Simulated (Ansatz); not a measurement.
# SrHfTe3 (built on the sites of a database entry of SrHfO3): phonons and vibrational spectra, part 2 of 2

Task: relax SrHfTe3 (built on the sites of a database entry of SrHfO3), then find its harmonic phonons.

Ansatz 0.2.0; DFT PBEsol, scalar-relativistic, plane waves, norm-conserving pseudopotentials.

So far. Step 4 (Relaxing to small forces for the phonons): The forces vanish by symmetry and the pressure is 0.007 GPa, within the tolerances set. The cell now holds 33.96 Å³/atom. Step 5 (Modes at Γ): Before it was imposed, the acoustic sum rule was missed by 1.2e-4 eV/Å². Small misses are needed for a sound result but don't prove that mesh and cutoff are converged. The lowest optical mode is imaginary, 58.5i cm⁻¹, so the energy falls along it. The relaxed cell has a = 5.538 Å (conventional setting).

The structure was built from a prototype and need not be the compound's stable phase.

### 6. Response at finite wavevector

Stability and thermal properties need the whole zone. Linear response on a 2×2×2 q mesh gives force constants as far as a supercell of that size would.

Input file input.yaml:

```yaml
crystal:
  lattice:
    - [5.5376898064, 0.0, 0.0]
    - [0.0, 5.5376898064, 0.0]
    - [0.0, 0.0, 5.5376898064]
  atoms:
    - { symbol: Sr, position: [0.5, 0.5, 0.5] }
    - { symbol: Hf, position: [0.0, 0.0, 0.0] }
    - { symbol: Te, position: [0.5, 0.0, 0.0] }
    - { symbol: Te, position: [0.0, 0.5, 0.0] }
    - { symbol: Te, position: [0.0, 0.0, 0.5] }
kpoints:
  mp_grid: { grid: [6, 6, 6] }
hamiltonian:
  xc: pbesol
  pseudopotentials: { kind: nc }
scf:
  occupations: { method: methfessel_paxton, width: 0.2 }
output:
  eigenvalues: true
phonons:
  method: dfpt
  qmesh: [2, 2, 2]
  temperatures: { t_max: 1000, t_step: 50 }
  qpath:
    path:
      - [[0.0, 0.0, 0.0], [0.0, 0.5, 0.0], [0.5, 0.5, 0.0], [0.0, 0.0, 0.0], [0.5, 0.5, 0.5], [0.0, 0.5, 0.0]]
      - [[0.5, 0.5, 0.5], [0.5, 0.5, 0.0]]
    npoints: 10
```

On the command line:

```sh
$ ansatz run input.yaml --threads 8 --pin off --max-ram 14336MiB --backend cpu --events-out ev --progress --plain --runs-dir out
```

Numbers of over 12 decimals in the logs are rounded to 6 here.

Output:

```text
[...]
Crystal: 5 atoms, lattice volume = 169.819 Å³
Basis set: ecut = 1120 eV, 14411 PW (Γ), exchange–correlation on 128×128×128 points (8 copies of the dense FFT grid, shifted against one another)
Bands: 42, of which v1, the nominal top of the filled ones, is band 35 counted from 1 (34 counted from 0)
Symmetry: 48 space group operations
k-points: 20 of 216
[...]
SCF iter   1: F=—  HF=-11009.536705 eV  |F-HF|=—  |Δ(HF+E_count)|=         —  Δρ=3.14e-2  dr2=3.06e0  ethr=3.10e-3  ⟨swp⟩=9.8  Hψ=3994  notcnv=0
[...]
SCF iter  11: F=-11008.669083 eV  HF=-11008.669083 eV  |F-HF|=9.09e-12  |Δ(HF+E_count)|=  7.28e-12  S|Δr|=    0.00e0  Δρ=8.16e-8  dr2=7.31e-12  ethr=1.00e-12  ⟨swp⟩=15.5  Hψ=5818  notcnv=0
SCF 1 converged in 11 iterations: F = -11008.669083 eV  dr2 = 7.31e-12
[...]
SCF iter   4: F=-11008.669083 eV  HF=-11008.669083 eV  |F-HF|=7.28e-12  |Δ(HF+E_count)|=  2.36e-11  S|Δr|=    0.00e0  Δρ=6.40e-8  dr2=5.63e-12  ethr=1.00e-12  ⟨swp⟩=5.2  Hψ=3227  notcnv=0
SCF 2 converged in 4 iterations: F = -11008.669083 eV  dr2 = 5.63e-12
phonons: the bands overlap, so this run is a metal and interpolates without the dipole-dipole term. If the crystal is really an insulator or semiconductor, its LO-TO splitting is missing
NSCF: frozen V_eff on 20 k-points
WARN: eigensolver did not converge (k=6): 1 band(s) unlocked after 2 eigensolves, warm-restarted (20 sweeps on the last) at ethr=1.37e-12 eV (storage-precision floor; scheduled 1.00e-12 eV) (lowest unlocked band 41, counted from 0; max residual 1.50e-5 eV among the unlocked bands, 1.50e-5 eV over every band; other slots of this pass that fall short are told together in one closing line; warning suppressed until the next SCF loop or pass starts)
WARN: eigensolver did not converge in 3 slots of this pass, the one above among them; of largest residual over every band (k=10): 1 band(s) unlocked (lowest unlocked band 41, counted from 0; max residual 5.37e-5 eV among the unlocked bands, 5.37e-5 eV over every band); of lowest unlocked band (k=6): band 41
[...]
DFPT response loops at q = (0, 0, 0) (fractional): preconditioner auto → Kerker (q_TF=auto, 2.354 Å⁻¹) (partly filled bands, converged f_vac=0.010); β = 1.00, the filter's whole step (`scf.mixing.beta` (0.50) is not read by the response loops under this deck's `scf.mixing.preconditioner`; to damp them name `kerker` or `kerker_dos`, under which they read `scf.mixing.beta`, and type it under 1.00, their step now; both keys bind the ground state too); Broyden in place of MSR1
[...]
SCF converged after 11 iterations
[...]
Free energy (F): -11008.669083 eV
[...]
Internal energy: -11008.672840 eV  (E = F + TS)
E sigma→0 (E₀):  -11008.670022 eV
Entropy (-TS):   0.003758 eV (0.752 meV/atom)
Fermi energy:    8.945613 eV
[...]
--- Band table (eV; the first three rows and the last of 20) ---
  k-point 0: bands = [... 31 lower, 7.6680, 8.5587, 8.5587, 8.5587, 8.7622, 8.7622, 8.7622, 9.3582, ... 3 higher]
  k-point 1: bands = [... 31 lower, 7.4139, 7.6437, 8.3022, 8.3022, 8.7966, 9.6202, 9.6202, 9.7764, ... 3 higher]
  k-point 2: bands = [... 31 lower, 6.5170, 7.0286, 8.2005, 8.2005, 8.8706, 10.5104, 10.6532, 10.6532, ... 3 higher]
  k-point 19: bands = [... 31 lower, 5.4112, 9.1691, 9.1691, 9.1691, 9.6380, 11.1163, 11.1163, 11.1163, ... 3 higher]
--- Phonons (Γ-DFPT): 4 representative perturbations + reference (Σ response iterations 11) ---
  ASR residual: 1.980e-4 → 0.000e0 eV/Å²; symmetrization residual: 2.235e-5 eV/Å²
  ASR residual per site (eV/Å²): 5.31e-5 1.04e-4 1.98e-4 1.98e-4 1.98e-4
[...]
--- Phonons (arbitrary-q DFPT): 4 irreducible q on the 2×2×2 mesh ---
  q = [0.0000, 0.0000, 0.0000] (star 1, of the zone-centre solve; hermiticity 3.62e-6, symmetrization 3.62e-14): -58.52 -58.52 -58.52 -40.81 -40.81 -40.81 -0.00 0.00 0.00 17.55 17.55 17.55 190.91 190.91 190.91
  q = [0.0000, 0.0000, -0.5000] (star 3, 9 solved perturbations in 504 linear systems a pass and spin channel, the states on 64 of 216 k-point pairs; hermiticity 3.83e-6, symmetrization 1.31e-12, the responses' own estimated error 3.2e-4 eV/Å²): -51.97 -51.97 -28.36 -28.36 -15.92 -9.20 -9.20 28.55 43.66 43.66 53.31 125.34 189.03 190.79 190.79
[...]
sum rule: each row above includes the acoustic sum rule's correction from the zone centre's row sums; it moved no ω² by more than (0.65 cm⁻¹)²
  mesh force constants: q→R imaginary residual 2.73e-18; ASR residual 1.980e-4 → 0.000e0 eV/Å²; symmetrization residual 3.020e-14 eV/Å²
  interpolated dispersion: 62 rows × 15 modes
  density of states and harmonic sums: on the 12×12×12 q-mesh, interpolated from the force constants of a 2×2×2 supercell (no non-analytic term)
  largest difference from the sums on the solved wave vectors: F 1.56e-1 eV, S 2.09e-4 and C_V 5.28e-5 eV/K
  zero-point energy: 0.058342 eV/cell   skipped modes (ω ≤ 0): 490, of them read as no rigid motion or as one in doubt: 487 (5.760e0 modes/cell left out, lowest -72.09 cm⁻¹)   left out of the sums: 3.84e-1 of the cell's modes: C_V's classical limit lies that fraction below 3 k_B per atom; for a crystal, a wire or a layer, F and S can be off by more, and a phonons.interpolated_qmesh denser along its periods is the remedy for the sampling
```

Run time: 11 min. Hardware: 8 threads of Arm Neoverse V2, shared host; peak memory 5 GiB; 83 min of CPU time.

This step gave:

```yaml
sum_rule_residual_before_enforcement: 1.98e-4 eV/Å²
lowest_frequency_on_the_path: -72.09 cm⁻¹
highest_frequency_on_the_path_or_at_a_solved_wavevector: 208.6 cm⁻¹
lowest_mode_on_the_q_mesh_acoustic_modes_at_gamma_apart: -72.09 cm⁻¹
```

Frequencies (cm⁻¹) solved at each irreducible wavevector; negative means imaginary. Frequencies by wavevector, by row:

| q in reciprocal lattice units | star | mode 1 | mode 2 | mode 3 | mode 4 | mode 13 | mode 14 | mode 15 |
| --- | --- | --- | --- | --- | --- | --- | --- | --- |
| 0 0 0 | 1 | -58.5 | -58.5 | -58.5 | -40.8 | 190.9 | 190.9 | 190.9 |
| 0 0 -0.5 | 3 | -52 | -52 | -28.4 | -28.4 | 189 | 190.8 | 190.8 |
| 0 -0.5 -0.5 | 3 | -70.1 | -54.6 | -54.6 | -39.3 | 140.3 | 191.6 | 198.4 |
| -0.5 -0.5 -0.5 | 1 | -72.1 | -72.1 | -72.1 | -53.9 | 125.1 | 125.1 | 207.3 |

Interpolated from a 2×2×2 q mesh. The phonon branches at the labelled points (cm⁻¹):

```
    point  branch 1  branch 2  branch 3  branch 4  branch 12  branch 13  branch 14  branch 15
        Γ       -58       -58       -58       -41         18        191        191        191
        X       -52       -52       -28       -28        125        189        191        191
        M       -70       -55       -55       -39        126        140        192        198
        Γ       -58       -58       -58       -41         18        191        191        191
        R       -72       -72       -72       -54        125        125        125        207
        X       -52       -52       -28       -28        125        189        191        191
jump to R       -72       -72       -72       -54        125        125        125        207
        M       -70       -55       -55       -39        126        140        192        198
```

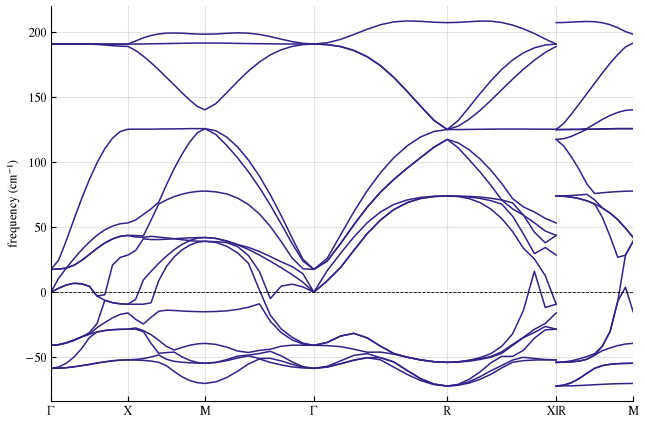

Phonon branches along the path.

The phonon density of states has structure finer than the step of the table below, so its rows give means over 20 cm⁻¹, whole bins alone (the curve runs from -72.5 to 208 cm⁻¹). Peaks (cm⁻¹: height): -52.5: 0.312, 72.5: 0.106, 122.5: 0.0739, 187.5: 0.0910.

Tetrahedra on a 12×12×12 mesh, mean over bins of 5 cm-1. Interpolated from a 2×2×2 q mesh. Table of phonon density of states by wavenumber; means over each step:

| wavenumber (cm⁻¹) | phonon density of states (1/cm⁻¹/cell) |
| --- | --- |
| -60 | 0.111 |
| -40 | 0.125 |
| -20 | 0.0398 |
| 0 | 0.0193 |
| 20 | 0.0389 |
| 40 | 0.0692 |
| 60 | 0.0828 |
| 80 | 0.0472 |
| 100 | 0.0263 |
| 120 | 0.0377 |
| 140 | 0.0107 |
| 160 | 0.0253 |
| 180 | 0.0529 |

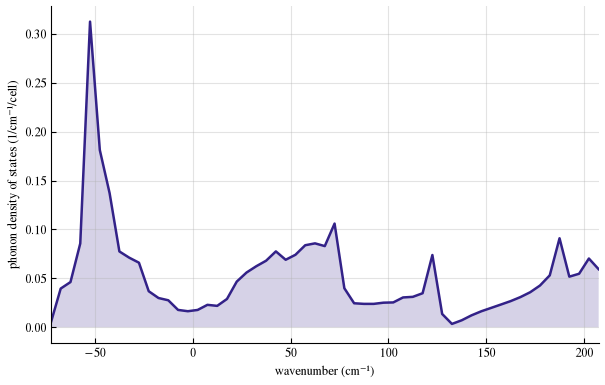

Phonon density of states, plotted against wavenumber.

The partial phonon density of states has structure finer than the step of the table below, so its rows give means over 25 cm⁻¹, whole bins alone (the curve runs from -81.2 to 225 cm⁻¹). Peaks (cm⁻¹: height): Hf -13.8: 0.0120, 26.6: 0.0367, 65.1: 0.0311, 88.2: 0.0312, 111.3: 0.0442, 122.9: 0.0770, 188.3: 0.0203; Sr -50.4: 0.212; Te -52.3: 0.0676, -36.9: 0.0736, -29.2: 0.0626, 42.0: 0.0651, 53.6: 0.0649, 63.2: 0.0816, 188.3: 0.0662.

Phonopy on the run's constants, 11x11x11 mesh, Gaussian sigma 2.2 cm-1. Interpolated from a 2×2×2 q mesh. Table of partial phonon density of states by wavenumber; means over each step; values in 1/cm⁻¹/cell:

```
wavenumber (cm⁻¹)       Hf       Sr       Te
              -50  0.00103   0.0977   0.0567
              -25  0.00271  0.00833   0.0391
                0  0.00636  0.00213   0.0117
               25   0.0136  0.00421   0.0312
               50   0.0118  0.00448   0.0563
               75   0.0150  0.00189   0.0464
              100   0.0213   6.2e-4  0.00626
              125   0.0253   3.4e-4  0.00327
              150  0.00467   3.8e-6   0.0131
              175  0.00973   1.1e-5   0.0330
              200  0.00848   2.7e-5   0.0487
```

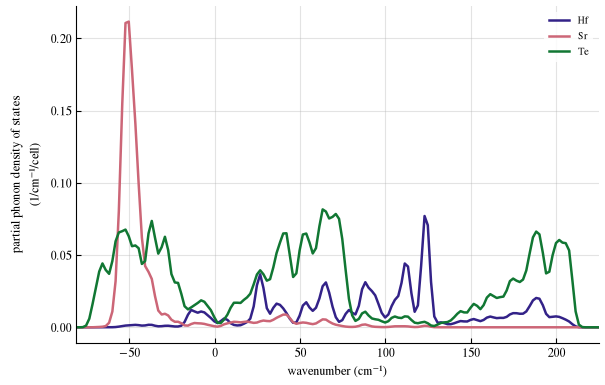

Partial phonon density of states, plotted against wavenumber.

Symmetry leaves 4 wavevectors to solve. The lowest mode among them, the acoustic zeros apart, lies at q = (-0.5, -0.5, -0.5) and is imaginary, 72.1i cm⁻¹, so the energy falls along it.

### 7. Another isotope, element Hf, natural mass 178.486 amu

An isotope changes the mass and not the force constants, so no new electronic calculation is needed; the shifts show which modes move this element.

The same force constants with the mass of Hf changed from 178.486 to 173.940 u (phonopy, no LO-TO term). Both lists are sorted by frequency; levels can cross, so a row need not hold one and the same mode. Modes under 3 cm⁻¹ are left out. Isotope shifts, by row, the first 40 of 57 rows:

| q | rank | natural mass (cm⁻¹) | changed mass (cm⁻¹) |
| --- | --- | --- | --- |
| 0 0 0 | 1 | -58.52 | -58.52 |
| 0 0 0 | 2 | -58.52 | -58.52 |
| 0 0 0 | 3 | -58.52 | -58.52 |
| 0 0 0 | 4 | -40.81 | -40.81 |
| 0 0 0 | 5 | -40.81 | -40.81 |
| 0 0 0 | 6 | -40.81 | -40.81 |
| 0 0 0 | 10 | 17.55 | 17.66 |
| 0 0 0 | 11 | 17.55 | 17.66 |
| 0 0 0 | 12 | 17.55 | 17.66 |
| 0 0 0 | 13 | 190.9 | 191.5 |
| 0 0 0 | 14 | 190.9 | 191.5 |
| 0 0 0 | 15 | 190.9 | 191.5 |
| 0 0 -0.5 | 1 | -51.97 | -51.97 |
| 0 0 -0.5 | 2 | -51.97 | -51.97 |
| 0 0 -0.5 | 3 | -28.36 | -28.37 |
| 0 0 -0.5 | 4 | -28.36 | -28.37 |
| 0 0 -0.5 | 5 | -15.92 | -15.92 |
| 0 0 -0.5 | 6 | -9.2 | -9.29 |
| 0 0 -0.5 | 7 | -9.2 | -9.29 |
| 0 0 -0.5 | 8 | 28.55 | 28.55 |
| 0 0 -0.5 | 9 | 43.66 | 43.66 |
| 0 0 -0.5 | 10 | 43.66 | 43.66 |
| 0 0 -0.5 | 11 | 53.31 | 53.32 |
| 0 0 -0.5 | 12 | 125.3 | 126.9 |
| 0 0 -0.5 | 13 | 189 | 189 |
| 0 0 -0.5 | 14 | 190.8 | 191.4 |
| 0 0 -0.5 | 15 | 190.8 | 191.4 |
| 0 -0.5 -0.5 | 1 | -70.11 | -70.11 |
| 0 -0.5 -0.5 | 2 | -54.59 | -54.59 |
| 0 -0.5 -0.5 | 3 | -54.59 | -54.59 |
| 0 -0.5 -0.5 | 4 | -39.33 | -39.33 |
| 0 -0.5 -0.5 | 5 | -15 | -15.15 |
| 0 -0.5 -0.5 | 6 | 39.18 | 39.18 |
| 0 -0.5 -0.5 | 7 | 39.18 | 39.18 |
| 0 -0.5 -0.5 | 8 | 42.07 | 42.09 |
| 0 -0.5 -0.5 | 9 | 42.07 | 42.09 |
| 0 -0.5 -0.5 | 10 | 77.76 | 77.76 |
| 0 -0.5 -0.5 | 11 | 125.8 | 127.4 |
| 0 -0.5 -0.5 | 12 | 125.8 | 127.4 |
| 0 -0.5 -0.5 | 13 | 140.3 | 140.3 |

A mode of this element alone would shift by +1.30 %. The highest zone-centre frequency without the field goes from 190.9 to 191.5 cm⁻¹ (+0.3 %).

### 8. Another isotope, element Sr, natural mass 87.62 amu

The same for Sr, from 87.62 to 85.91 u.

A mode of this element alone would shift by +0.99 %. The highest zone-centre frequency without the field goes from 190.9 to 190.9 cm⁻¹ (+0.0 %).

### 9. Isotope substitution, element Te, natural mass 127.6 amu

The same for Te, from 127.60 to 129.91 u.

The same force constants with the mass of Te changed from 127.600 to 129.906 u (phonopy, no LO-TO term). Both lists are sorted by frequency; levels can cross, so a row need not hold one and the same mode. Modes under 3 cm⁻¹ are left out. Isotope shifts, by row, the first 40 of 57 rows:

```
          q  rank  natural mass (cm⁻¹)  changed mass (cm⁻¹)
      0 0 0     1               -58.52               -58.44
      0 0 0     2               -58.52               -58.44
      0 0 0     3               -58.52               -58.44
      0 0 0     4               -40.81               -40.45
      0 0 0     5               -40.81               -40.45
      0 0 0     6               -40.81               -40.45
      0 0 0    10                17.55                17.47
      0 0 0    11                17.55                17.47
      0 0 0    12                17.55                17.47
      0 0 0    13                190.9                189.6
      0 0 0    14                190.9                189.6
      0 0 0    15                190.9                189.6
   0 0 -0.5     1               -51.97               -51.93
   0 0 -0.5     2               -51.97               -51.93
   0 0 -0.5     3               -28.36               -28.11
   0 0 -0.5     4               -28.36               -28.11
   0 0 -0.5     5               -15.92               -15.78
   0 0 -0.5     6                 -9.2                -9.18
   0 0 -0.5     7                 -9.2                -9.18
   0 0 -0.5     8                28.55                28.55
   0 0 -0.5     9                43.66                 43.3
   0 0 -0.5    10                43.66                 43.3
   0 0 -0.5    11                53.31                52.84
   0 0 -0.5    12                125.3                125.3
   0 0 -0.5    13                  189                187.3
   0 0 -0.5    14                190.8                189.5
   0 0 -0.5    15                190.8                189.5
0 -0.5 -0.5     1               -70.11               -69.49
0 -0.5 -0.5     2               -54.59                -54.5
0 -0.5 -0.5     3               -54.59                -54.5
0 -0.5 -0.5     4               -39.33               -39.33
0 -0.5 -0.5     5                  -15               -14.97
0 -0.5 -0.5     6                39.18                38.83
0 -0.5 -0.5     7                39.18                38.83
0 -0.5 -0.5     8                42.07                41.77
0 -0.5 -0.5     9                42.07                41.77
0 -0.5 -0.5    10                77.76                77.07
0 -0.5 -0.5    11                125.8                125.8
0 -0.5 -0.5    12                125.8                125.8
0 -0.5 -0.5    13                140.3                139.1
```

A mode of this element alone would shift by -0.89 %. The highest zone-centre frequency without the field goes from 190.9 to 189.6 cm⁻¹ (-0.7 %).

### 10. Outcome

```
space group after relaxation (within 0.01 Å)            : Pm-3m
volume per atom                                         : 34.0 Å³
electronic character                                    : no gap on this mesh
highest optical mode at the zone centre (no LO-TO term) : 191 cm⁻¹
lowest optical zone-centre mode                         : -58.5 cm⁻¹
lowest mode on the q mesh (acoustic modes at Γ apart)   : -72.1 cm⁻¹
highest frequency on the path or at a solved wavevector : 209 cm⁻¹
imaginary modes on the 2×2×2 q mesh                     : yes
```

**Reading.** Modes are clearly imaginary (beyond 10i cm⁻¹) at 4 of the 4 irreducible wavevectors, most at q = (-0.5, -0.5, -0.5) (72.1i cm⁻¹), so this structure is not a minimum of the energy. The optical modes at Γ span -59 to 191 cm⁻¹ (negative means imaginary). The highest mode in this list at Γ, 190.9 cm⁻¹, is mostly motion of Te (76 % of the kinetic energy). With no gap, or one that is small against the smearing, the frequencies hang on the k mesh and the smearing, most of all near Kohn anomalies. A semilocal functional can close a gap that the real compound would have, so the metallic treatment may be an artefact of the level. Spin-orbit coupling is left out, which can matter for the heavy elements here. A phonon run warned that its eigensolver left some bands unconverged in a pass. The starting cell was built on a prototype and not taken from a measurement, so the phase need not exist. These are harmonic frequencies at zero temperature: anharmonic shifts, linewidths and thermal expansion are left out.

[Logs are printed without paths, hosts, clocks, repeated set-up lines and the standing remarks that a program may print on its own settings, such as how far it seeks lower states.]

[Hosts, paths, dates, database ids (printed as entryN), source tags and the programs' standing remarks are cut or masked in the printed files.]
